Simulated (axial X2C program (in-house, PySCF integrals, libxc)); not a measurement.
## Relativistic diatomic calculation for SnAs

- system: SnAs, single determinant with Ω = 1/2 (not the lowest found). The distance is the PBE0 minimum at charge 0.
- method: expectation values, HF and Kohn-Sham, two-component X2C with atomic mean-field Coulomb and Gaunt terms, Sn dyall-cv3z, As dyall-cv3z (cores contracted) (axial X2C program (in-house, PySCF integrals, libxc))

## Input
```
{"zs": [50, 33], "q": 0, "bas": ["dyall-cv3z", "dyall-cv3z"], "r0": 2.61, "levels": ["PBE0", "HF", "LDA", "TPSSh", "r2SCAN"], "nst": 3}
```

The line is the task of a batch: nuclear charges, charge, bases, the levels to run, a first guess of the distance and further settings. This report covers the levels named above. The log is that of the reference distance, started from orbitals converged before.

Hardware: 1 thread of Arm Neoverse V2, 112 GiB of memory available, shared host.

The run was one of a batch that the task file lists, launched with:
```bash
python <driver script> task.json out
```

## Log
```
two-component X2C + atomic mean field  PBE0
basis functions 232  fitting functions 1239  grid points 5804
iter        total energy     max residual
   1      -8433.433595261     1.46e-05
   2      -8433.433595263     1.51e-05
   3      -8433.433595269     2.40e-06
   4      -8433.433595269     1.21e-06
converged
one-electron -12344.18082077  Coulomb 3807.79373549  exact exchange -61.63097900  xc functional -188.79006043  nuclear repulsion 357.69864728  atomic mean-field constant -4.32411783
```

## Expectation values by level of theory

| quantity | PBE0 | HF | LDA | TPSSh | r2SCAN |
| --- | --- | --- | --- | --- | --- |
| effective field for an electron dipole moment (GV/cm) | −0.703 | −0.633 | −0.881 | −0.528 | −0.0762 |
| field gradient at the first nucleus (a.u.) | −4.32 | −4.96 | −4.16 | −4.15 | −4.22 |
| field gradient at the second nucleus (a.u.) | −3.84 | −3.61 | −4.02 | −3.87 | −4.04 |
| A∥/gI, first nucleus (MHz) | −2490 | −2340 | −2480 | −2430 | −2660 |
| A∥/gI, second nucleus (MHz) | −1230 | −982 | −1230 | −1170 | −1350 |

Each column comes from one determinant with 3 or more unpaired spinors, which can mix states, in a basis with contracted cores. The levels disagree widely: the effective field runs from −0.881 to −0.0762 GV/cm. They may not all have settled in the same state, and these values aren't reliable properties of the molecule.

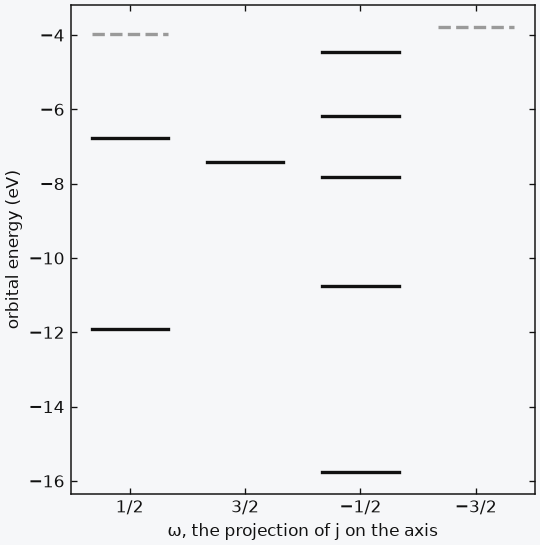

Fig. 1: Orbital energies (PBE0) near the frontier at 2.44 Å, filled (solid) and empty (dashed). The highest filled spinor (−1/2; 74 % Sn p, 18 % As p) lies at −4.46 eV, the lowest empty one (1/2; 60 % As p, 35 % Sn p) at −3.98 eV.

## Key numbers

| quantity | value |
| --- | --- |
| outcome | converged; the levels of theory disagree widely |
| wall time | 5.3 s |
| peak memory | 0.5 GiB |
